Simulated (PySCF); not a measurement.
# [P3]+: relaxation and vibrations of the triplet

Aim: relax [P3]+ as a triplet from a linear chain start, check by its vibrations whether the end is a minimum, and collect its spectrum and constants.

Method: PBE0, basis P def2-TZVP, no relativity, density fitting; program: PySCF 2.14.0.

**1. Starting geometry**

3 atoms, charge 1, spin multiplicity 3.

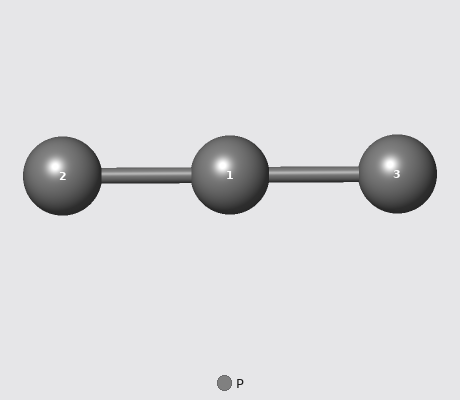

Start geometry, drawn with phosphorus grey; atoms are numbered from 1 in the order of the file.

Coordinates in bohr (charge 1 multiplicity 3):
```
P     0.0000    0.0000    0.0000
P     0.0000    0.0000    3.9854
P     0.0000    0.0000   -3.9854
```

**2. First SCF at the start**

The steps below are one call of a driver around PySCF. For each, scf.py gives the equivalent set-up of the SCF; relaxations use the driver's own optimiser. After this first run the driver tries any further starts and a stability analysis.

Input file scf.py:

```python
from pyscf import gto, scf, dft
mol = gto.M(atom='''
P      0.000000     0.000000     0.000000
P      0.000000     0.000000     2.109000
P      0.000000     0.000000    -2.109000''',
    basis={'P': 'def2-TZVP'},
    charge=1, spin=2)
mf = dft.UKS(mol, xc='PBE0')
mf.grids.atom_grid = (50, 194)
aux = {'P': 'def2-universal-JKFIT'}
mf = mf.density_fit(auxbasis=aux)
mf.conv_tol = 1e-08
mf.diis_space = 10
mf.max_cycle = 60
mf.init_guess = 'minao'
mf.verbose = 4
mf.kernel()
```

The run is started by

```sh
OMP_NUM_THREADS=4 python axn.py task.json out
```

What it wrote:

```text
init E= -1023.66232818633
[... the frontier-level lines of each cycle are left out ...]
cycle= 1 E= -1023.27887535278  delta_E= 0.383  |g|= 0.212  |ddm|= 1.31
cycle= 2 E= -1023.30596692586  delta_E= -0.0271  |g|= 0.125  |ddm|= 0.475
cycle= 3 E= -1023.31182521103  delta_E= -0.00586  |g|= 0.0478  |ddm|= 0.144
cycle= 4 E= -1023.31379846373  delta_E= -0.00197  |g|= 0.035  |ddm|= 0.0738
cycle= 5 E= -1023.31599969155  delta_E= -0.0022  |g|= 0.0109  |ddm|= 0.0639
cycle= 6 E= -1023.31678931288  delta_E= -0.00079  |g|= 0.00404  |ddm|= 0.0616
cycle= 7 E= -1023.31683875004  delta_E= -4.94e-05  |g|= 0.001  |ddm|= 0.0171
cycle= 8 E= -1023.31683993957  delta_E= -1.19e-06  |g|= 0.000193  |ddm|= 0.00198
cycle= 9 E= -1023.31684003881  delta_E= -9.92e-08  |g|= 3.71e-05  |ddm|= 0.000732
cycle= 10 E= -1023.31684004366  delta_E= -4.85e-09  |g|= 5.81e-06  |ddm|= 0.000192
Extra cycle  E= -1023.31684004368  delta_E= -1.68e-11  |g|= 6.62e-06  |ddm|= 1.42e-05
converged SCF energy = -1023.31684004368  <S^2> = 2.3092213  2S+1 = 3.1995132
```

This step, with its further starts and checks, took 7.4 s on 4 threads of Arm Neoverse V2, shared host.

The starts that the driver tried:

```
                      start   energy (Eh)
    the minimal-basis guess  -1023.316840
a thermally smeared density  -1023.316840
      a smeared PBE density  -1023.316840
```

No lower solution of this spin turned up from the other starts or in the test of internal stability.

**3. Linear chain start, triplet: relaxation**

The program finds D∞h symmetry in the start, which this walk keeps. The walk stops when the largest gradient is under 0.0003 Eh/bohr and the energy has settled too.

Changes to scf.py since step 2:

```diff
@@ -15 +14,0 @@
-mf.init_guess = 'minao'
```

Steps of the walk:

```
step   energy (Eh)  change (kJ/mol)  largest symmetric gradient (Eh/bohr)
   0  -1023.316840             0.00                               0.04675
   1  -1023.330068           -34.73                               0.00979
   2  -1023.330381           -35.55                               0.00470
   3  -1023.330462           -35.77                               0.00025
   4  -1023.330463           -35.77                               0.00001
```

The walk took 5.6 s.

Geometry (Å) and forces (eV/Å) at some steps:

```
step 0
P    0.000   0.000   0.000   0.000   0.000   0.000
P    0.000   0.000   2.109   0.000   0.000  -2.404
P    0.000   0.000  -2.109   0.000   0.000   2.404
step 1
P    0.000   0.000   0.000   0.000   0.000   0.000
P    0.000   0.000   1.994   0.000   0.000  -0.503
P    0.000   0.000  -1.994   0.000   0.000   0.503
step 2
P    0.000   0.000   0.000   0.000   0.000   0.000
P    0.000   0.000   1.964   0.000   0.000   0.242
P    0.000   0.000  -1.964   0.000   0.000  -0.241
step 3
P    0.000   0.000   0.000   0.000   0.000   0.000
P    0.000   0.000   1.974   0.000   0.000  -0.013
P    0.000   0.000  -1.974   0.000   0.000   0.013
step 4
P    0.000   0.000   0.000   0.000   0.000   0.000
P    0.000   0.000   1.973   0.000   0.000   0.000
P    0.000   0.000  -1.973   0.000   0.000   0.000
```

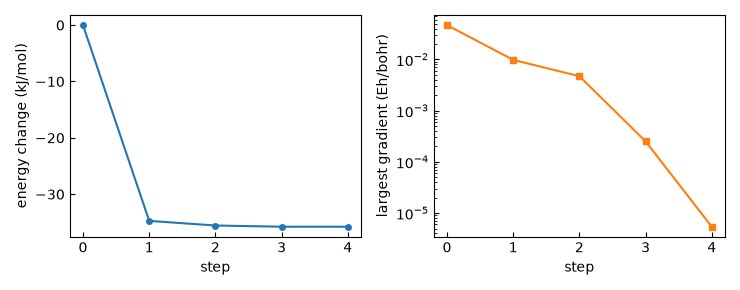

Energy and largest gradient along the walk.

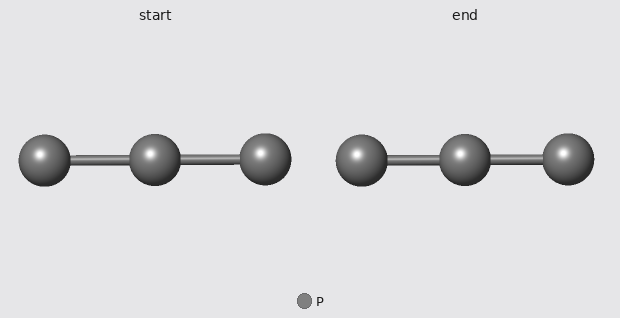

Start and end of the relaxation.

After 4 steps and 35.8 kJ/mol it ends at D∞h: P–P 1.973 Å (×2); P–P–P 180.0°.

**4. Is it a minimum? Harmonic modes**

On the finer grid the gradient is checked again; gradients at displacements of ±0.02 bohr then give force constants and infrared intensities.

Changes to scf.py since step 3:

```diff
@@ -3,3 +3,3 @@
-P      0.000000     0.000000     0.000000
-P      0.000000     0.000000     2.109000
-P      0.000000     0.000000    -2.109000''',
+P     -0.000000     0.000000    -0.000000
+P     -0.000000    -0.000000     1.973020
+P      0.000000     0.000000    -1.973020''',
@@ -9 +9 @@
-mf.grids.atom_grid = (50, 194)
+mf.grids.atom_grid = (75, 302)
@@ -12 +12 @@
-mf.conv_tol = 1e-08
+mf.conv_tol = 1e-10
```

The driver hands on the density of the step before, so the log starts near convergence.

SCF at the final geometry:

```text
init E= -1023.33047885737
[... the frontier-level lines of each cycle are left out ...]
cycle= 1 E= -1023.33047885735  delta_E= 1.61e-11  |g|= 4.41e-06  |ddm|= 6.17e-06
Extra cycle  E= -1023.33047885727  delta_E= 8.66e-11  |g|= 1.1e-05  |ddm|= 1.52e-05
converged SCF energy = -1023.33047885727  <S^2> = 2.159097  2S+1 = 3.1042532
```

The whole step took 15 s.

Geometry: D∞h; P–P 1.973 Å (×2); P–P–P 180.0°.

Modes, for the most abundant isotopes:

```
symmetry  ω (cm⁻¹)  IR (km/mol)
      πu        81          2.3
     σg+       473          0.0
     σu+       560         47.0
```

Every mode is real; the point is a minimum.

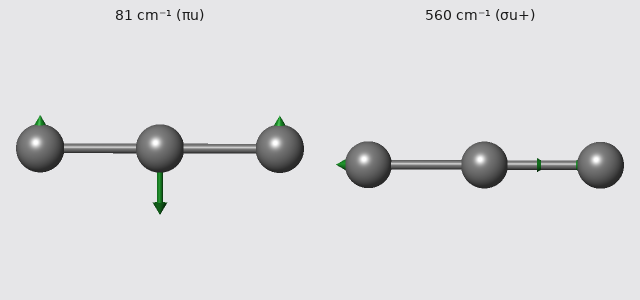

How the atoms move in 2 of the modes.

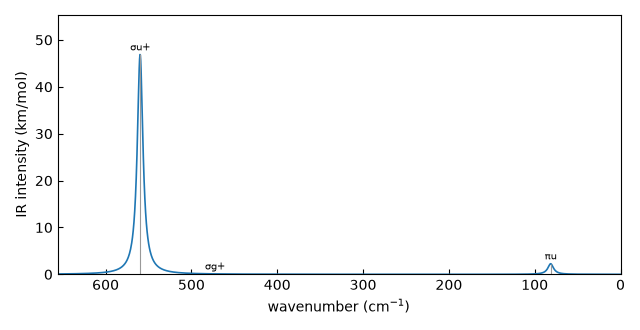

The harmonic infrared spectrum (widths in cm⁻¹). Lines are broadened to a width of 8 cm⁻¹ (Lorentzian).

Constants and moments:

- Dipole moment about the centre of mass: 0.00 D
- Highest occupied level: -13.42 eV
- Lowest empty level: -10.08 eV
- Rotational constants: 0.06991 cm⁻¹
- Zero-point energy: 7.1 kJ/mol
- Principal polarisabilities: 38.2, 38.2, 125.6 bohr³
- Principal traceless quadrupole moments about the centre of mass: -10.21, -10.21, 20.43 D Å
- Entropy at 298.15 K and 1 bar (electronic part: spin only): 281.1 J/(mol K)
- Heat capacity Cp at 298.15 K: 55.7 J/(mol K)
- Enthalpy at 298.15 K above 0 K: 13.85 kJ/mol
- Rotational symmetry number: 2
- Spin squared ⟨S²⟩: 2.159

Populations by atom (charges in e):

```json
{"atom": "P1", "Mulliken": "0.29", "Löwdin": "0.19", "polar tensor": "-0.10", "spin (Mulliken)": "-0.51", "Mayer order to P1": "–"}
{"atom": "P2,3", "Mulliken": "0.36", "Löwdin": "0.40", "polar tensor": "0.55", "spin (Mulliken)": "1.26", "Mayer order to P1": "1.89"}
```

Outer orbital energies (eV). α occupied: -26.51, -24.34, -18.82, -15.76, -15.18, -15.18, -13.42, -13.42; empty: -8.21, -8.21, -7.47, -2.45. β occupied: -136.59, -136.48, -26.08, -22.94, -18.05, -15.25, -14.51, -14.51; empty: -10.08, -10.08, -7.35, -7.30.

Mulliken populations on P1: s 5.43, p 9.07, d 0.19, f 0.02.

**5. What came out**

| quantity | value |
| --- | --- |
| minimum | triplet, D∞h |
| geometry | P–P 1.973 Å (×2); P–P–P 180.0° |
| wavenumbers (cm⁻¹) | 81 (πu), 473 (σg+), 560 (σu+) |
| dipole moment (centre of mass) | 0.00 D |
| highest occupied, lowest empty level (either spin) | -13.42, -10.08 eV |
| polar-tensor charge of P1 | -0.10 e |
| zero-point energy | 7.1 kJ/mol |
| entropy at 298.15 K | 281.1 J/(mol K) |
| ⟨S²⟩ | 2.159 |

In words: The linear chain start keeps its D∞h symmetry and ends in a minimum. The strongest infrared band lies at 560 cm⁻¹ (σu+, stretch). Only this shape and spin were tried, so other structures or states may lie lower.

The search up to here took 28 s.
